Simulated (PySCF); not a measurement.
Vertical excitations of a molecule C₃H₁₂OSi₂ from TDA-PBE/def2-SVPD in PySCF, as energy in eV (oscillator strength): 6.19 (0.012), 6.31 (0.016), 6.75 (0.000), 6.88 (0.000), 7.17 (0.000), 7.20 (0.027). Lowest triplet (TDA): 6.02 eV. Geometry: r2SCAN-D4/def2-SVP. One conformer was computed; it need not be the lowest.

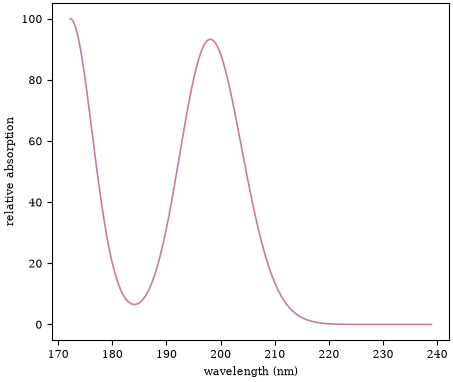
Fig. 1. The lines broadened by 0.4 eV.

### Question
Pick the molecule that these values belong to.
A) CC[SiH2]C[SiH2]O
B) C[SiH2][C@](C)(O)[SiH3]
C) C[Si](C)(C)O[SiH3]
D) C[SiH2][C@@H](C)O[SiH3]

### Answer
C, C[Si](C)(C)O[SiH3]
